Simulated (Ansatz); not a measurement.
# How aqueous K+ and SO4 2- changes with salt concentration

How do pressure, forces, levels, charges and cost change as salt is added?

Computed with Ansatz 0.2.0: Kohn-Sham DFT, r2SCAN+D4, PAW (set soft_2). Every run is a single point, with the atoms held where the recipe put them (cutoff of the plane-wave runs 500 eV, fixed occupations).

First member: 49 H2O, 2 K+, 1 SO4 2- placed at random, at 1.15 g/cm³; overlaps pushed apart, then 10 ps at 420 K with Joung-Cheatham ions (J. Phys. Chem. B 112, 9020 (2008)); MMFF94 bonds, angles, torsions, charges and radii (Halgren, J. Comput. Chem. 17, 490 (1996)) in harmonic and 12-6 forms; SPC/E water (Berendsen, Grigera and Straatsma, J. Phys. Chem. 91, 6269 (1987)); charges of ions scaled by 0.85. Snapshot after 20 ps at 280 K and fixed volume.

Last member: 42 H2O, 8 K+, 4 SO4 2- placed at random, at 1.62 g/cm³; overlaps pushed apart, then 10 ps at 420 K with Joung-Cheatham ions (J. Phys. Chem. B 112, 9020 (2008)); MMFF94 bonds, angles, torsions, charges and radii (Halgren, J. Comput. Chem. 17, 490 (1996)) in harmonic and 12-6 forms; SPC/E water (Berendsen, Grigera and Straatsma, J. Phys. Chem. 91, 6269 (1987)); charges of ions scaled by 0.85. Snapshot after 20 ps at 280 K and fixed volume.

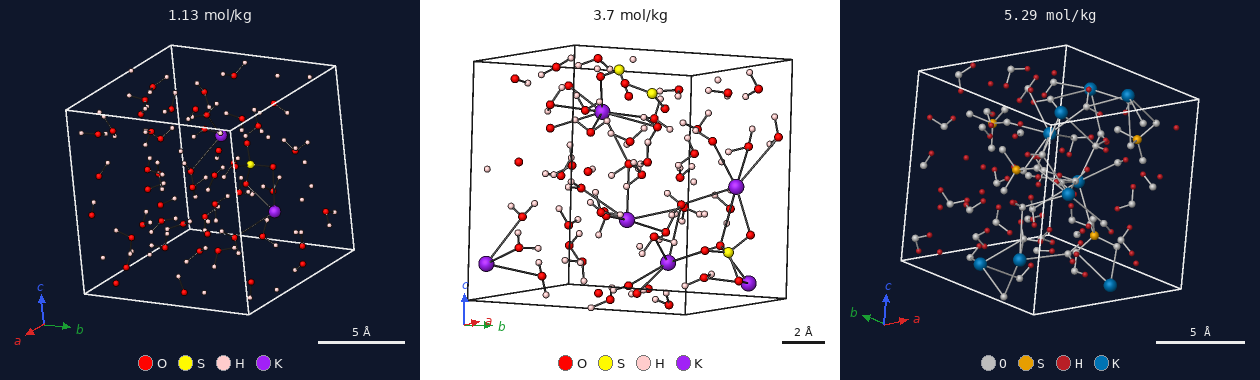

Three members of the series, labelled by salt concentration. Bonds to atoms that aren't drawn are left out. Some periodic images of atoms are drawn too.

The members:

```csv
salt concentration (mol/kg),reduced formula,atoms,valence electrons,k-mesh,basis,density (g/cm³)
1.13,K2H98SO53,154,440,1×1×1,plane waves,1.15
2.36,K4H94S2O55,155,472,1×1×1,plane waves,1.3
3.7,K2H30SO19,156,504,1×1×1,plane waves,1.45
5.29,K4H42S2O29,154,528,1×1×1,plane waves,1.62
```

Each cell is one sample from a classical run, so sample-to-sample scatter enters every column; pressures lack the kinetic term, and hold the strain of bonds inside molecules, whose lengths the classical model set.

The input of the first member, without its atom lines; other members have their own cell and atoms, and may differ in mesh, basis and outputs:

```yaml
crystal:
  lattice:
    - [11.52017, 0.0, 0.0]
    - [0.0, 11.52017, 0.0]
    - [0.0, 0.0, 11.52017]
  atoms:
    [... 154 lines ...]
kpoints:
  mp_grid: { grid: [1, 1, 1] }
hamiltonian:
  xc: r2scan
  dispersion: d4
scf:
  occupations: { method: fixed }
output:
  forces: true
  stress: true
  populations: true
  dos:
    method: { smearing: { sigma: 0.1 } }
    de: 0.1
    projected: { site_lists: { H: [H], K: [K], O: [O], S: [S] } }
  eigenvalues: true
  write_density: true
  write_potential: true
  volumetric_format: npy
```

Q: What do these runs give, and what do they cost?

Results; charges are mean Löwdin charges in e:

```
salt concentration (mol/kg)  pressure (GPa)  r.m.s. force (eV/Å)  gap (eV)   q(S)   q(O)   q(K)
                       1.13           -3.80                0.738                4.59  +2.61  -0.72  +0.85
                       2.36           -2.11                0.795                4.78  +2.65  -0.73  +0.86
                        3.7          -0.832                0.822                4.92  +2.63  -0.74  +0.86
                       5.29           0.104                0.823                5.00  +2.63  -0.75  +0.85
```

The gap is that between the highest filled and lowest empty Kohn-Sham level on the run's k-points, and semilocal functionals tend to put gaps under measured ones. The projection misses up to 0.039 e an atom, so the charges add up to more than the cell's charge. Each mean runs over all atoms of an element, whatever their surroundings.

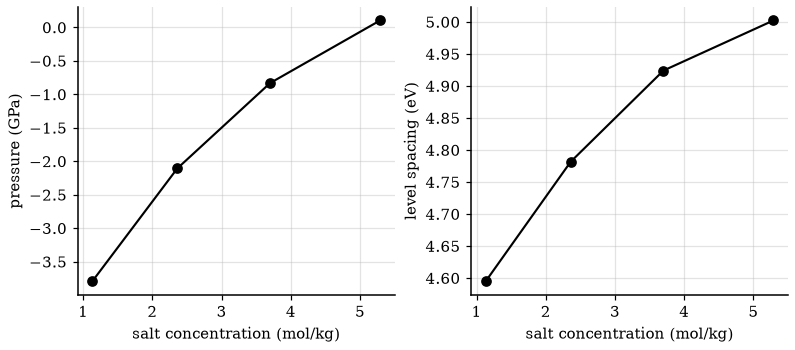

Results against salt concentration.

Cost on 8 threads of Arm Neoverse V2, shared host:

| salt concentration (mol/kg) | atoms | basis | k-mesh | SCF cycles | time | host memory (GiB) | Δ force from the first basis (meV/Å) |
| --- | --- | --- | --- | --- | --- | --- | --- |
| 1.13 | 154 | plane waves | 1×1×1 | 9 | 32 s | 4.4 | - |
| 1.13 | 154 | support functions | 1×1×1 | 12 | 3 min | 8.8 | 5.7 |
| 2.36 | 155 | plane waves | 1×1×1 | 9 | 32 s | 4.4 | - |
| 2.36 | 155 | support functions | 1×1×1 | 13 | 3.2 min | 9.0 | 5.7 |
| 3.7 | 156 | plane waves | 1×1×1 | 9 | 33 s | 4.5 | - |
| 3.7 | 156 | support functions | 1×1×1 | 13 | 3.2 min | 9.0 | 5.6 |
| 5.29 | 154 | plane waves | 1×1×1 | 9 | 33 s | 4.5 | - |
| 5.29 | 154 | support functions | 1×1×1 | 13 | 3.4 min | 9.1 | 5.3 |

Times include the outputs that each run asked for, on hosts shared with other jobs.

What the series shows: The gap goes steadily from 4.59 eV at 1.13 to 5 eV at 5.29 mol/kg; in single samples it varies with the configuration. The pressure goes steadily from -3.8 GPa at 1.13 to 0.1 GPa at 5.29 mol/kg; the recipes set unlike densities, and the bond lengths of the classical model enter the pressure too. Support functions take 5.6 to 6.2 times the wall time of plane waves (the times hold unlike extra outputs; shared hosts, so rough).

**Limits.** The network of contacts between molecules at the start is that of the classical potential that made the cell, and needn't be the one that DFT or experiment would give. The concentration wasn't checked against solubility and may exceed it.

[Logs are printed without paths, hosts, clocks, repeated set-up lines and the standing remarks that a program may print on its own settings, such as how far it seeks lower states.]

[Hosts, paths, dates, database ids (printed as entryN), source tags and the programs' standing remarks are cut or masked in the printed files.]

[The MMFF94 radii named for the starting cell were scaled by 0.96; in molecules described by MMFF94, hydrogen bound to N, O or S took a small fixed 12-6 site in their place.]
